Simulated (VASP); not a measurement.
# Black phosphorene and its bilayer, part 4 of 5

What are the lattice, gap and band positions of black phosphorene, and what does a second sheet change?

VASP 6.6.1; optB86b-vdW; plane waves and PAW (P).

So far, gap on the k-mesh (eV): step 2 (relaxing the monolayer) 0.772; step 5 (the slab in a field, field -0.1) 0.771; step 6 (the slab in a field, field 0.1) 0.771; step 7 (a rigid stacking, stacking same orientation, shift 0.00 0.00) 0.258.

## Step 9: A rigid stacking, stacking same orientation, shift 0.00 0.50

Contents of INCAR:

```
SYSTEM = P
PREC = Normal
ENCUT = 350
EDIFF = 1E-05
NELM = 120
ISMEAR = 0
SIGMA = 0.03
LREAL = .FALSE.
ALGO = Fast
GGA = MK
AGGAC = 0
LUSE_VDW = .TRUE.
PARAM1 = 0.1234
PARAM2 = 1
LASPH = .TRUE.
NBANDS = 28
LORBIT = 11
LWAVE = .FALSE.
LCHARG = .FALSE.
KPAR = 4
IDIPOL = 3
LDIPOL = .TRUE.
DIPOL = 0.5 0.5 0.5
```

Contents of POSCAR:

```
P
1.0
    4.5076573502      0.0000000000      0.0000000000
    0.0000000000      3.3055854074      0.0000000000
    0.0000000000      0.0000000000     24.3546734472
P
8
Direct
    0.0844215300      0.0000000000      0.3490089900
    0.4155784700      0.5000000000      0.3490089900
    0.5844215300      0.5000000000      0.4363571800
    0.9155784700      0.0000000000      0.4363571800
    0.0844215300      0.5000000000      0.5636428200
    0.4155784700      0.0000000000      0.5636428200
    0.5844215300      0.0000000000      0.6509910100
    0.9155784700      0.5000000000      0.6509910100
```

Contents of KPOINTS:

```
Automatic mesh
0
Gamma
7 9 1
0 0 0
```

Potentials, in the order of the species: P (PBE family, release 64).

On the command line:

```
> mpirun -np 4 vasp_std
```

The log of the run:

```text
[... set-up lines as in an earlier step ...]
 entering main loop
       N       E                     dE             d eps       ncg     rms          rms(c)
DAV:   1     0.223531281218E+03    0.22353E+03   -0.11788E+04  1120   0.803E+02
DAV:   2    -0.850484213182E+01   -0.23204E+03   -0.22579E+03  1568   0.178E+02
DAV:   3    -0.319237893929E+02   -0.23419E+02   -0.23212E+02  1316   0.621E+01
DAV:   4    -0.326701824377E+02   -0.74639E+00   -0.74324E+00  1772   0.127E+01
[...]
RMM:  11    -0.324204118431E+02   -0.32294E-03   -0.29189E-04  1481   0.585E-02    0.218E-01
RMM:  12    -0.324192323526E+02    0.11795E-02   -0.87906E-04  1526   0.945E-02    0.112E-01
RMM:  13    -0.324192264256E+02    0.59270E-05   -0.54561E-05  1194   0.360E-02
   1 F= -.32419226E+02 E0= -.32419226E+02  d E =-.801218E-13
```

Run time: 39 s. Hardware: 4 MPI ranks of AMD EPYC 9R45, shared host; peak memory 1.9 GiB.

From OUTCAR (step 9):

```text
  Total       -0.3347939      0.1410111      0.4742254      0.0000000      0.0000000      0.0000000
  in kB       -1.4781094      0.6225618      2.0936971      0.0000000      0.0000000      0.0000000
  external PRESSURE =       0.4127165 kB  Pullay stress =       0.0000000 kB

 POSITION                                       TOTAL-FORCE (eV/Angst)
 -----------------------------------------------------------------------------------
      0.38054      0.00000      8.50000        -0.005306     -0.000000     -0.054292
      1.87329      1.65279      8.50000         0.005306      0.000000     -0.054292
      2.63437      1.65279     10.62734        -0.106587      0.000000      0.044216
      4.12711      0.00000     10.62734         0.106587      0.000000      0.044216
      0.38054      1.65279     13.72734        -0.106587      0.000000     -0.044216
      1.87329      0.00000     13.72734         0.106587      0.000000     -0.044216
      2.63437      0.00000     15.85467        -0.005306     -0.000000      0.054292
      4.12711      1.65279     15.85467         0.005306     -0.000000      0.054292
 -----------------------------------------------------------------------------------
    total drift:                                0.000000      0.000000      0.000000

  FREE ENERGIE OF THE ION-ELECTRON SYSTEM (eV)
  ---------------------------------------------------
  free  energy   TOTEN  =       -32.4192264256 eV

  energy  without entropy=      -32.4192264256  energy(sigma->0) =      -32.41922643

[... 2 parts as in an earlier step ...]

[... 1 further part left out ...]
[key lines of the parts left out:]
E-fermi :   0.0520
```

Energy at zero smearing: -32.41923 eV.

## Step 10: A rigid stacking, stacking same orientation, shift 0.50 0.50

INCAR is that of step 9.

Contents of POSCAR:

```
P
1.0
    4.5076573502      0.0000000000      0.0000000000
    0.0000000000      3.3055854074      0.0000000000
    0.0000000000      0.0000000000     24.3546734472
P
8
Direct
    0.0844215300      0.0000000000      0.3490089900
    0.4155784700      0.5000000000      0.3490089900
    0.5844215300      0.5000000000      0.4363571800
    0.9155784700      0.0000000000      0.4363571800
    0.5844215300      0.5000000000      0.5636428200
    0.9155784700      0.0000000000      0.5636428200
    0.0844215300      0.0000000000      0.6509910100
    0.4155784700      0.5000000000      0.6509910100
```

KPOINTS is that of step 9.

On the command line:

```
> mpirun -np 4 vasp_std
```

The log of the run:

```text
[... set-up lines as in an earlier step ...]
 entering main loop
       N       E                     dE             d eps       ncg     rms          rms(c)
DAV:   1     0.225418085272E+03    0.22542E+03   -0.11792E+04  1120   0.803E+02
DAV:   2    -0.847810101692E+01   -0.23390E+03   -0.22813E+03  1656   0.178E+02
DAV:   3    -0.316342400756E+02   -0.23156E+02   -0.22956E+02  1320   0.619E+01
DAV:   4    -0.323266014024E+02   -0.69236E+00   -0.68961E+00  1744   0.124E+01
[...]
RMM:  14    -0.320636577858E+02   -0.13156E-04   -0.13584E-05   980   0.155E-02    0.302E-03
RMM:  15    -0.320637529577E+02   -0.95172E-04   -0.89570E-05  1159   0.196E-02    0.666E-03
RMM:  16    -0.320637496717E+02    0.32860E-05   -0.20078E-05   996   0.101E-02
   1 F= -.32063750E+02 E0= -.32063750E+02  d E =-.367321E-09
```

Elapsed: 49 s, on 4 MPI ranks; peak memory 1.9 GiB.

From OUTCAR (step 10):

```text
  Total       -0.8083066     -0.6801547      4.3152540      0.0000000      0.0000000      0.0000000
  in kB       -3.5686594     -3.0028711     19.0517711      0.0000000      0.0000000      0.0000000
  external PRESSURE =       4.1600802 kB  Pullay stress =       0.0000000 kB

 POSITION                                       TOTAL-FORCE (eV/Angst)
 -----------------------------------------------------------------------------------
      0.38054      0.00000      8.50000         0.041509     -0.000000     -0.202393
      1.87329      1.65279      8.50000        -0.041509      0.000000     -0.202393
      2.63437      1.65279     10.62734        -0.139039     -0.000000     -0.228449
      4.12711      0.00000     10.62734         0.139039     -0.000000     -0.228449
      2.63437      1.65279     13.72734        -0.139039     -0.000000      0.228449
      4.12711      0.00000     13.72734         0.139039      0.000000      0.228449
      0.38054      0.00000     15.85467         0.041509     -0.000000      0.202393
      1.87329      1.65279     15.85467        -0.041509      0.000000      0.202393
 -----------------------------------------------------------------------------------
    total drift:                               -0.000000      0.000000     -0.000000

  FREE ENERGIE OF THE ION-ELECTRON SYSTEM (eV)
  ---------------------------------------------------
  free  energy   TOTEN  =       -32.0637496717 eV

  energy  without entropy=      -32.0637496714  energy(sigma->0) =      -32.06374967

[... 2 parts as in an earlier step ...]

[... 1 further part left out ...]
[key lines of the parts left out:]
E-fermi :  -0.0701
```

Energy at zero smearing: -32.06375 eV.

## Step 11: Relaxing the bilayer

The lowest stacking relaxes at the monolayer's lattice.

INCAR, as its differences from that of step 10:

```diff
@@ -3,3 +3,3 @@
 ENCUT = 350
-EDIFF = 1E-05
+EDIFF = 1E-07
 NELM = 120
@@ -20,2 +20,8 @@
 KPAR = 4
+IBRION = 2
+NSW = 70
+ISIF = 2
+EDIFFG = -0.004
+POTIM = 0.8
+MAXMIX = 40
 IDIPOL = 3
```

Contents of POSCAR:

```
P
1.0
    4.5076573502      0.0000000000      0.0000000000
    0.0000000000      3.3055854074      0.0000000000
    0.0000000000      0.0000000000     24.3546734472
P
8
Direct
    0.0844215300      0.0000000000      0.3490089900
    0.4155784700      0.5000000000      0.3490089900
    0.5844215300      0.5000000000      0.4363571800
    0.9155784700      0.0000000000      0.4363571800
    0.0844215300      0.5000000000      0.5636428200
    0.4155784700      0.0000000000      0.5636428200
    0.5844215300      0.0000000000      0.6509910100
    0.9155784700      0.5000000000      0.6509910100
```

KPOINTS is that of step 10.

On the command line:

```
> mpirun -np 4 vasp_std
```

The log of the run:

```text
[... set-up lines as in an earlier step ...]
 entering main loop
       N       E                     dE             d eps       ncg     rms          rms(c)
[... 5 cycles as in an earlier step ...]
RMM:   6    -0.324945982934E+02    0.18766E+00   -0.14600E-01  1120   0.152E+00    0.814E+00
RMM:   7    -0.324216444255E+02    0.72954E-01   -0.36258E-01  1120   0.239E+00    0.356E-01
RMM:   8    -0.324198216735E+02    0.18228E-02   -0.33625E-02  1134   0.912E-01    0.106E-01
RMM:   9    -0.324201303541E+02   -0.30868E-03   -0.80544E-03  1282   0.382E-01    0.119E-01
RMM:  10    -0.324200906820E+02    0.39672E-04   -0.10938E-03  1383   0.140E-01    0.123E-01
RMM:  11    -0.324204253962E+02   -0.33471E-03   -0.29829E-04  1243   0.589E-02    0.222E-01
RMM:  12    -0.324192185464E+02    0.12068E-02   -0.76080E-04  1127   0.954E-02    0.112E-01
RMM:  13    -0.324192310627E+02   -0.12516E-04   -0.18101E-04  1262   0.409E-02    0.626E-02
RMM:  14    -0.324192279029E+02    0.31597E-05   -0.17783E-05  1376   0.175E-02    0.520E-02
RMM:  15    -0.324192280235E+02   -0.12054E-06   -0.25822E-06  1052   0.516E-03    0.515E-02
RMM:  16    -0.324192253338E+02    0.26897E-05   -0.38933E-07   858   0.240E-03    0.510E-02
RMM:  17    -0.324192244825E+02    0.85132E-06   -0.78778E-06  1153   0.767E-03    0.417E-02
RMM:  18    -0.324192755477E+02   -0.51065E-04   -0.20028E-04  1854   0.432E-02    0.863E-02
RMM:  19    -0.324193753914E+02   -0.99844E-04   -0.18664E-05  1267   0.152E-02    0.867E-02
RMM:  20    -0.324194657691E+02   -0.90378E-04   -0.78168E-05  1447   0.222E-02    0.102E-01
RMM:  21    -0.324194980859E+02   -0.32317E-04   -0.22018E-05  1296   0.111E-02    0.116E-01
RMM:  22    -0.324195292413E+02   -0.31155E-04   -0.13816E-05  1248   0.960E-03    0.134E-01
RMM:  23    -0.324194665584E+02    0.62683E-04   -0.35755E-05  1380   0.131E-02    0.102E-01
RMM:  24    -0.324194093007E+02    0.57258E-04   -0.12313E-04  1657   0.236E-02    0.491E-02
RMM:  25    -0.324194070305E+02    0.22702E-05   -0.20895E-05  1358   0.103E-02    0.320E-02
RMM:  26    -0.324194160860E+02   -0.90555E-05   -0.43789E-05  1571   0.163E-02    0.914E-03
RMM:  27    -0.324194148528E+02    0.12332E-05   -0.14527E-06  1034   0.512E-03    0.771E-03
RMM:  28    -0.324194228054E+02   -0.79526E-05   -0.41338E-06  1141   0.505E-03    0.325E-03
RMM:  29    -0.324194309196E+02   -0.81142E-05   -0.13180E-06  1031   0.384E-03    0.721E-03
RMM:  30    -0.324194314936E+02   -0.57404E-06   -0.82363E-07   981   0.249E-03    0.474E-03
RMM:  31    -0.324194340068E+02   -0.25131E-05   -0.11954E-06  1029   0.265E-03    0.154E-03
RMM:  32    -0.324194349439E+02   -0.93715E-06   -0.11039E-07   730   0.140E-03    0.218E-03
RMM:  33    -0.324194351458E+02   -0.20188E-06   -0.25346E-08   679   0.825E-04    0.155E-03
RMM:  34    -0.324194353402E+02   -0.19438E-06   -0.18510E-07   795   0.106E-03    0.397E-04
RMM:  35    -0.324194353886E+02   -0.48358E-07   -0.38072E-08   525   0.607E-04
   1 F= -.32419435E+02 E0= -.32419435E+02  d E =-.324194E+02
 curvature:   0.00 expect dE= 0.000E+00 dE for cont linesearch  0.000E+00
 trial: gam= 0.00000 g(F)=  0.507E-02 g(S)=  0.000E+00 ort = 0.000E+00 (trialstep = 0.100E+01)
 search vector abs. value=  0.507E-02
 bond charge predicted
       N       E                     dE             d eps       ncg     rms          rms(c)
DAV:   1    -0.324193601873E+02    0.75153E-04   -0.22734E-01  1288   0.203E+00    0.285E-01
RMM:   2    -0.324388603221E+02   -0.19500E-01   -0.73145E-02  1149   0.821E-01    0.718E-01
RMM:   3    -0.324244190785E+02    0.14441E-01   -0.11026E-01  1180   0.825E-01    0.526E-01
RMM:   4    -0.324212565871E+02    0.31625E-02   -0.55834E-03  1153   0.355E-01    0.295E-01
RMM:   5    -0.324207640283E+02    0.49256E-03   -0.32971E-03  1178   0.181E-01    0.133E-01
RMM:   6    -0.324212648383E+02   -0.50081E-03   -0.83970E-04  1156   0.104E-01    0.213E-01
RMM:   7    -0.324208743510E+02    0.39049E-03   -0.17167E-03  1201   0.102E-01    0.650E-02
RMM:   8    -0.324209386902E+02   -0.64339E-04   -0.34301E-04  1251   0.578E-02    0.517E-02
RMM:   9    -0.324209404449E+02   -0.17547E-05   -0.24829E-05  1307   0.227E-02    0.471E-02
RMM:  10    -0.324209183267E+02    0.22118E-04   -0.37162E-05  1160   0.151E-02    0.274E-02
RMM:  11    -0.324209029059E+02    0.15421E-04   -0.10671E-04  1229   0.200E-02    0.151E-02
RMM:  12    -0.324209059980E+02   -0.30921E-05   -0.20908E-05  1256   0.117E-02    0.458E-03
RMM:  13    -0.324209036858E+02    0.23123E-05   -0.18059E-06   997   0.507E-03    0.404E-03
RMM:  14    -0.324209060710E+02   -0.23853E-05   -0.74165E-07  1028   0.356E-03    0.241E-03
RMM:  15    -0.324209067109E+02   -0.63991E-06   -0.66540E-07   870   0.251E-03    0.737E-04
RMM:  16    -0.324209072137E+02   -0.50282E-06   -0.28161E-07   820   0.169E-03    0.239E-04
RMM:  17    -0.324209074695E+02   -0.25577E-06   -0.42435E-08   716   0.102E-03    0.228E-04
RMM:  18    -0.324209075864E+02   -0.11687E-06   -0.14784E-08   688   0.663E-04    0.123E-04
RMM:  19    -0.324209076518E+02   -0.65393E-07   -0.71137E-09   471   0.457E-04
   2 F= -.32420908E+02 E0= -.32420908E+02  d E =-.147226E-02
[...]
3 F= -.32421214E+02 E0= -.32421214E+02  d E =-.177864E-02
[...]
4 F= -.32421341E+02 E0= -.32421341E+02  d E =-.126548E-03
 trial-energy change:   -0.000127  1 .order   -0.000130   -0.000358    0.000097
 step:   0.7324(harm=  0.7407)  dis= 0.00142  next Energy=   -32.421351 (dE=-0.137E-03)
 bond charge predicted
       N       E                     dE             d eps       ncg     rms          rms(c)
DAV:   1    -0.324213449904E+02   -0.43935E-05   -0.90608E-04  1252   0.125E-01    0.176E-02
RMM:   2    -0.324213509462E+02   -0.59558E-05   -0.49519E-05  1121   0.378E-02    0.570E-03
RMM:   3    -0.324213502102E+02    0.73598E-06   -0.10576E-05  1179   0.187E-02    0.543E-04
RMM:   4    -0.324213525162E+02   -0.23060E-05   -0.29233E-06  1361   0.891E-03    0.148E-03
RMM:   5    -0.324213524953E+02    0.20897E-07   -0.26884E-07   814   0.262E-03
   5 F= -.32421352E+02 E0= -.32421352E+02  d E =-.138468E-03
 curvature:  -0.40 expect dE=-0.170E-05 dE for cont linesearch -0.412E-07
 trial: gam=-0.00157 g(F)=  0.430E-05 g(S)=  0.000E+00 ort = 0.650E-05 (trialstep = 0.899E+00)
 search vector abs. value=  0.428E-05
 reached required accuracy - stopping structural energy minimisation
```

The job ended after 4.5 min (4 MPI ranks; peak memory 1.9 GiB).

From OUTCAR (step 11):

```text
   NELECT =      40.0000    total number of electrons

 E-fermi :   0.0712

 k-point     1 :       0.0000    0.0000    0.0000
  band No.  band energies     occupation
    ...
     16      -2.2535      2.00000
     17      -2.1041      2.00000
     18      -2.0151      2.00000
     19      -0.9324      2.00000
     20      -0.0657      2.00000
     21       0.3107      0.00000
     22       0.7620      0.00000
     23       1.1130      0.00000
     24       1.3261      0.00000
     25       2.2277      0.00000
    ...

Total vdW correction in eV:      5.6014788

  Total       -0.7839056     -0.0304798     -0.0256918     -0.0000000      0.0000000      0.0000000
  in kB       -3.4609297     -0.1345676     -0.1134288     -0.0000000      0.0000000      0.0000000
  external PRESSURE =      -1.2363087 kB  Pullay stress =       0.0000000 kB

 POSITION                                       TOTAL-FORCE (eV/Angst)
 -----------------------------------------------------------------------------------
      0.37951      0.00000      8.49580         0.001125      0.000000     -0.003014
      1.87432      1.65279      8.49580        -0.001125     -0.000000     -0.003014
      2.62909      1.65279     10.63105        -0.000120     -0.000000     -0.001884
      4.13240      0.00000     10.63105         0.000120     -0.000000     -0.001884
      0.37526      1.65279     13.72362        -0.000120     -0.000000      0.001884
      1.87857      0.00000     13.72362         0.000120     -0.000000      0.001884
      2.63334      0.00000     15.85887         0.001125      0.000000      0.003014
      4.12815      1.65279     15.85887        -0.001125     -0.000000      0.003014
 -----------------------------------------------------------------------------------
    total drift:                                0.000000      0.000000      0.000000

  FREE ENERGIE OF THE ION-ELECTRON SYSTEM (eV)
  ---------------------------------------------------
  free  energy   TOTEN  =       -32.4213524953 eV

  energy  without entropy=      -32.4213524953  energy(sigma->0) =      -32.42135250

Total vdW correction in eV:      5.6014830

 vacuum level on the upper side and lower side of the slab         4.054         4.054

[... 8 parts as in an earlier step ...]

[... 11 further parts left out ...]
```

CONTCAR:

```
P
   1.00000000000000
     4.5076573501999997    0.0000000000000000    0.0000000000000000
     0.0000000000000000    3.3055854074000002    0.0000000000000000
     0.0000000000000000    0.0000000000000000   24.3546734471999997
  P
     8
Direct
     0.0841916300557026    0.0000000000000000    0.3488365769436807
     0.4158083699442974    0.5000000000000000    0.3488365769436807
     0.5832495208851405    0.5000000000000000    0.4365098266583545
     0.9167504791148595    0.0000000000000000    0.4365098266583545
     0.0832495208851404    0.5000000000000000    0.5634901733416456
     0.4167504791148596    0.0000000000000000    0.5634901733416456
     0.5841916300557026    0.0000000000000000    0.6511634230563194
     0.9158083699442974    0.5000000000000000    0.6511634230563194
```

Step by step:

| step | energy less that of the first step (eV) | largest force (eV/Å) |
| --- | --- | --- |
| 1 | 0.0000 | 0.1174 |
| 2 | -0.0015 | 0.0697 |
| 3 | -0.0018 | 0.0249 |
| 4 | -0.0019 | 0.0091 |
| 5 | -0.0019 | 0.0032 |

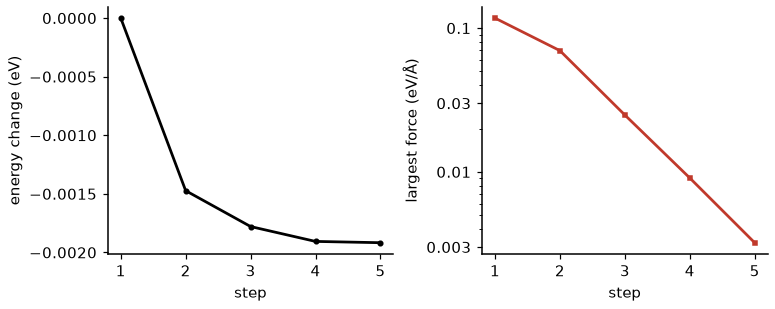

Energy and largest force along the relaxation.

The relaxed structure:

```cif
data_structure
_symmetry_space_group_name_H-M 'P 1'
_symmetry_Int_Tables_number 1
_cell_length_a 4.5077
_cell_length_b 3.3056
_cell_length_c 24.3547
_cell_angle_alpha 90.000
_cell_angle_beta 90.000
_cell_angle_gamma 90.000
_cell_volume 362.90
loop_
_atom_site_label
_atom_site_type_symbol
_atom_site_fract_x
_atom_site_fract_y
_atom_site_fract_z
_atom_site_occupancy
P1 P 0.08419 0.00000 0.34884 1
P2 P 0.41581 0.50000 0.34884 1
P3 P 0.58325 0.50000 0.43651 1
P4 P 0.91675 0.00000 0.43651 1
P5 P 0.08325 0.50000 0.56349 1
P6 P 0.41675 0.00000 0.56349 1
P7 P 0.58419 0.00000 0.65116 1
P8 P 0.91581 0.50000 0.65116 1
```

This step gave:

* electronic steps: 79
* free energy (TOTEN): -32.42 eV
* Fermi energy: 0.0712 eV
* gap on the k-mesh: 0.3764 eV
* least direct gap on the k-mesh: 0.3764 eV

The run ended after 5 ionic steps, 0.002 eV below its first step, once the forces on the free atoms met EDIFFG = -0.004.

(Continued in part 5 of 5.)

[Lines on the potential files, build, host, timing and source positions are cut from VASP's logs without a mark.]

[Logs are printed without paths, hosts, clocks, repeated set-up lines and the standing remarks that a program may print on its own settings, such as how far it seeks lower states.]

[Hosts, paths, dates, database ids (printed as entryN), source tags and the programs' standing remarks are cut or masked in the printed files.]

[Runs that stopped without an error message from VASP are left out.]
